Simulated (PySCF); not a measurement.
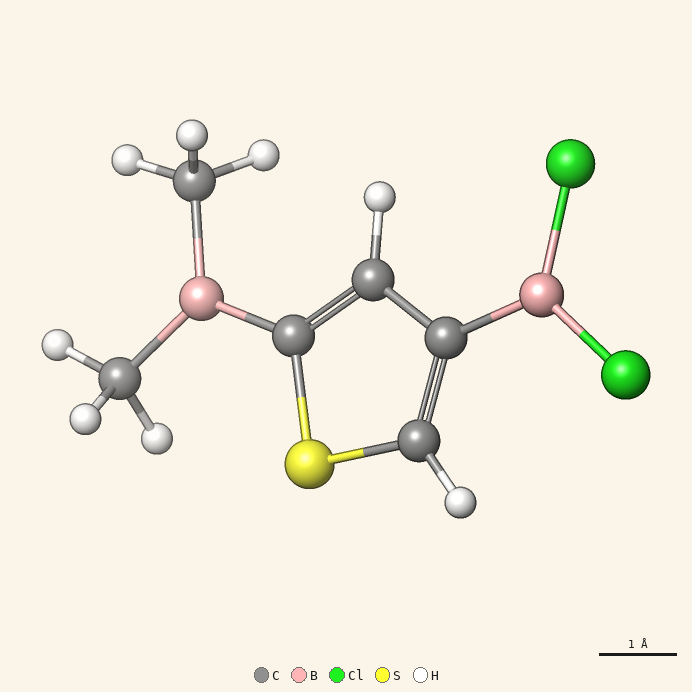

The geometry was computed by an optimisation with PBE0-D3(BJ)/def2-SVP. No frequency run is at hand to confirm it as a minimum.

Question: What is the molecular formula?

Answer: C₆H₈B₂Cl₂S, 19 atoms: 6 carbon, 8 hydrogen, 2 boron, 2 chlorine and 1 sulfur.

Question: Write the SMILES.

Answer: CB(C)c1cc(B(Cl)Cl)cs1

Question: How many bonds of each kind are drawn?

Answer: 8 C–H, 4 C–B, 3 C–C, 2 B–Cl, 2 C–S.

Question: Does it have rings?

Answer: Independent rings (smallest set): 1 of 5 members, 1 of them aromatic.

The parts below concern this one geometry. Atoms keep their numbers from picture to picture.

Symmetry

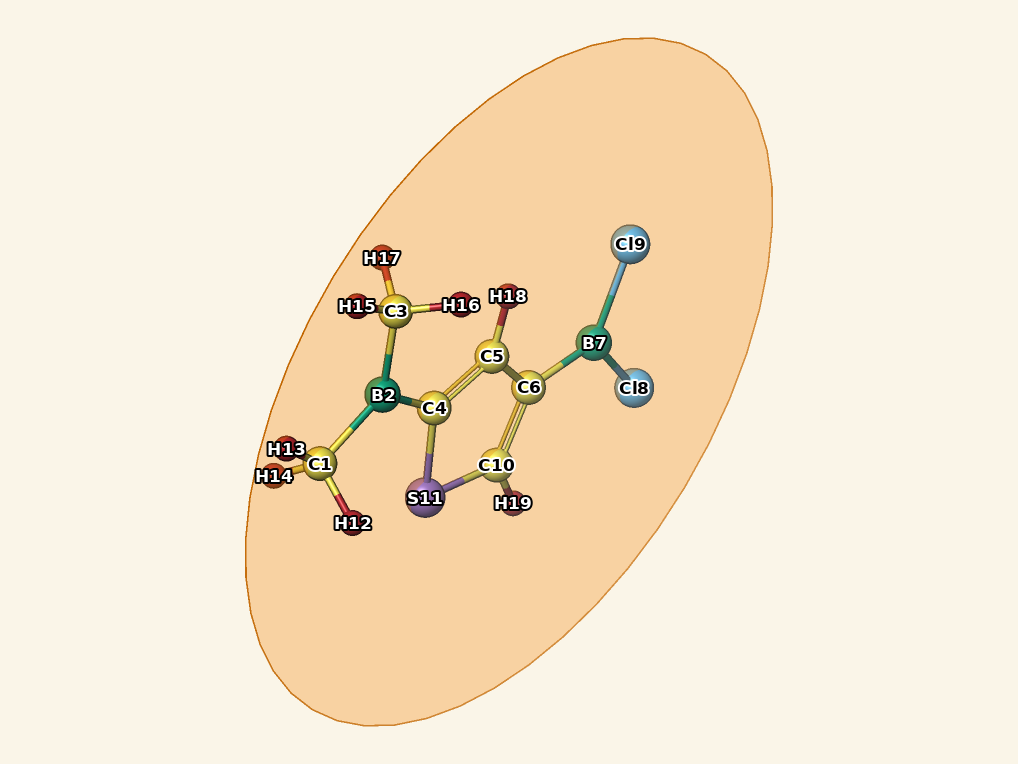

A disc through the centre of mass is drawn in. Atoms fade into the background with distance from the viewer. No frequency run is at hand to confirm it as a minimum.

Question: Is the plane of the disc a mirror plane of the structure?

Answer: Yes. The reflection leaves C1, B2, C3, C4, C5, C6, B7, Cl8, Cl9, C10, S11, H13, H15, H18, H19 in place and moves H12 ↔ H14; H16 ↔ H17. The point group is Cs.

Electronic properties

No frequency run is at hand to confirm it as a minimum. Level of theory: PBE0/pcSseg-1 in methanol (IEF-PCM) (PySCF 2.14.0).

Question: Estimate the dipole moment.

Answer: 2.35 D.

Question: Give the HOMO–LUMO gap at this level.

Answer: 5.39 eV.

Question: Estimate the HOMO energy (Kohn–Sham orbital).

Answer: −7.42 eV.

NMR shielding

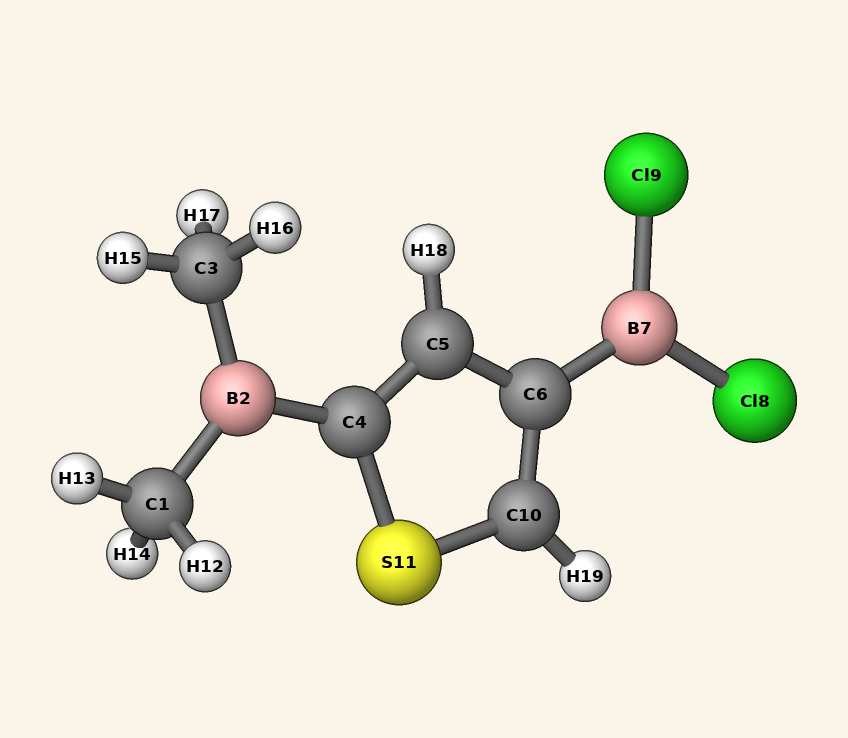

No frequency run is at hand to confirm it as a minimum. Method: GIAO PBE0/pcSseg-1 NMR shielding, non-relativistic, IEF-PCM methanol (PySCF 2.14.0). Principal shieldings σ11 ≤ σ22 ≤ σ33, span Ω = σ33 − σ11, skew κ = 3(σiso − σ22)/Ω.

Question: Which B atom has the most anisotropic shielding?

Answer: B2, with a span of 162 ppm.

Give the shielding tensors of the B atoms.

```
atom    σ11   σ22    σ33  σiso      Ω     κ
  B2  −44.1  13.5  118.2  29.2  162.2  0.29
  B7   27.9  40.0   80.3  49.4   52.4  0.54
```

Shieldings and span in ppm.

Charges

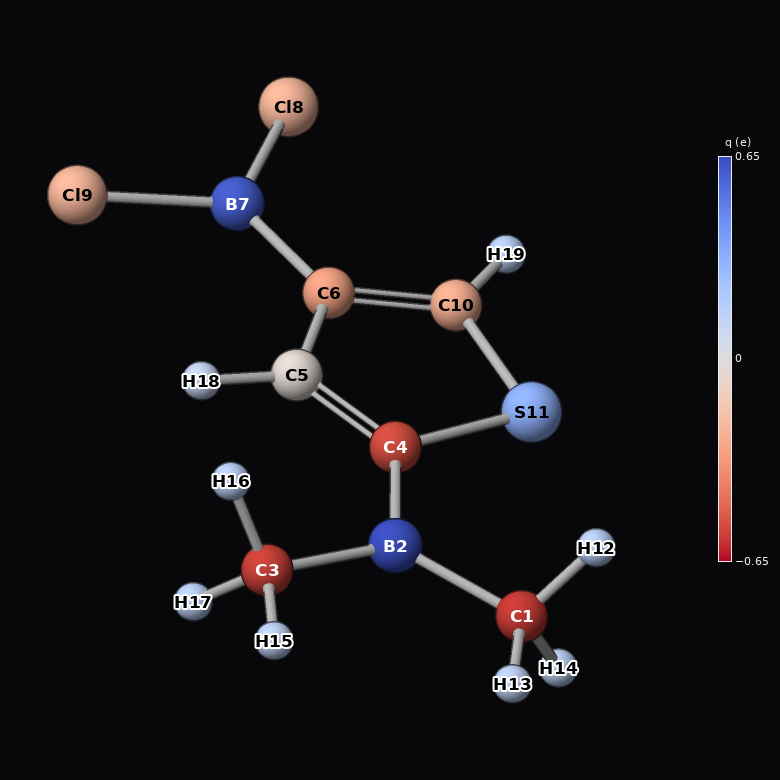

Atoms are coloured by their Mulliken charges. No frequency run is at hand to confirm it as a minimum. Level of theory: PBE0/pcSseg-1 in chloroform (IEF-PCM) (PySCF 2.14.0).

Give the Mulliken charges atom by atom.

| atom | value (e) |
| --- | --- |
| C1 | −0.57 |
| B2 | 0.63 |
| C3 | −0.55 |
| C4 | −0.53 |
| C5 | −0.03 |
| C6 | −0.28 |
| B7 | 0.59 |
| Cl8 | −0.22 |
| Cl9 | −0.21 |
| C10 | −0.24 |
| S11 | 0.31 |
| H12 | 0.14 |
| H13 | 0.14 |
| H14 | 0.14 |
| H15 | 0.14 |
| H16 | 0.14 |
| H17 | 0.14 |
| H18 | 0.10 |
| H19 | 0.15 |

Bond orders

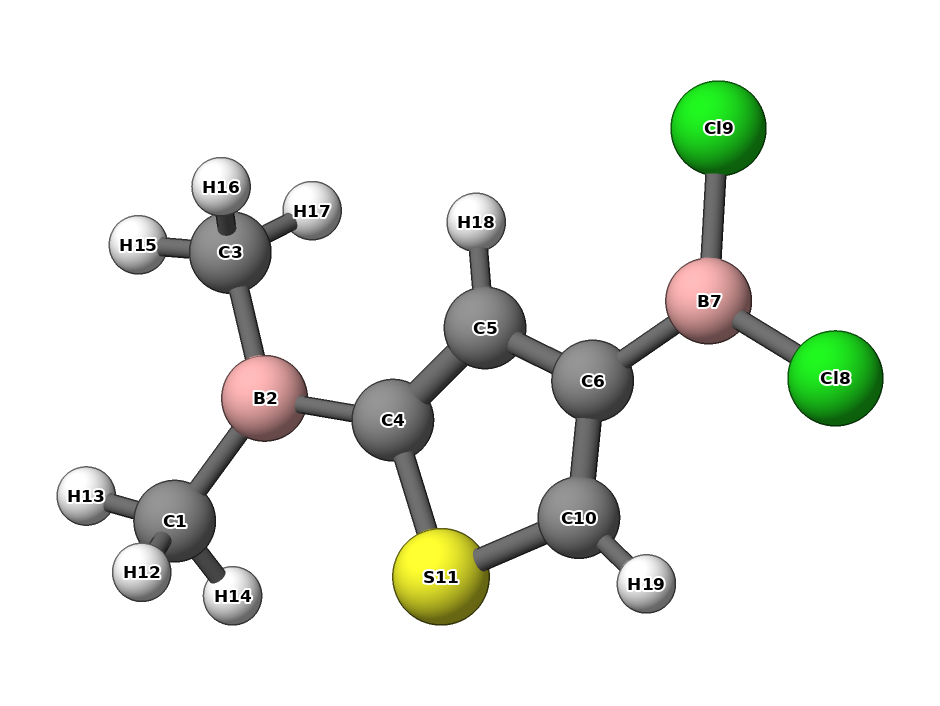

The thickness of each stick grows with its Mayer bond order. No frequency run is at hand to confirm it as a minimum. Level of theory: PBE0/pcSseg-1 in chloroform (IEF-PCM) (PySCF 2.14.0).

Question: Which bond between heavy atoms has the highest Mayer bond order?

Answer: C4–C5, 1.59, at a length of 1.380 Å.

Question: Which bond between heavy atoms has the lowest Mayer bond order?

Answer: B2–C4, 0.88, at 1.556 Å.

List the Mayer bond orders of C1–B2, B2–C3, B2–C4, C4–C5, C4–S11, C5–C6, C6–B7, C6–C10, B7–Cl8, B7–Cl9, C10–S11 (bonds between heavy atoms, one of each equivalent set).

```csv
bond,Mayer order,length (Å)
C1–B2,1.03,1.575
B2–C3,1.05,1.575
B2–C4,0.88,1.556
C4–C5,1.59,1.380
C4–S11,1.14,1.743
C5–C6,1.27,1.427
C6–B7,1.03,1.535
C6–C10,1.44,1.390
B7–Cl8,1.09,1.758
B7–Cl9,1.10,1.756
C10–S11,1.29,1.694
```

Mulliken values depend strongly on the basis set and can even reverse the polarity of a bond.
